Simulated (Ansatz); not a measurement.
Consider CdS in the wurtzite structure (space group P6_3mc, No. 186; a = 4.074 Å, c = 6.637 Å). Axes: x lies along a and z along c of the hexagonal cell.

Modification: the cell is stretched by 0.60 % along x with no lateral relaxation, atoms relaxed at fixed cell.

Computed with Ansatz (a quantum-chemistry and plane-wave program), LDA, PAW, cutoff 420 eV, no spin-orbit coupling.

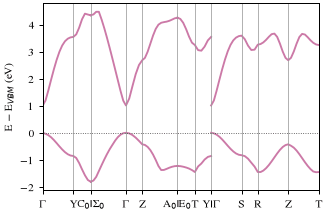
Figure. Highest valence and lowest conduction band along the path of the changed cell's own zone

Q: Read the changed gap and its character from the plot.

A: About 1.0 eV, direct at Γ.

The cells carry an imposed strain or load. Whether these cells are dynamically stable was not tested. Labels are those of the standard path for the cell's own space group.
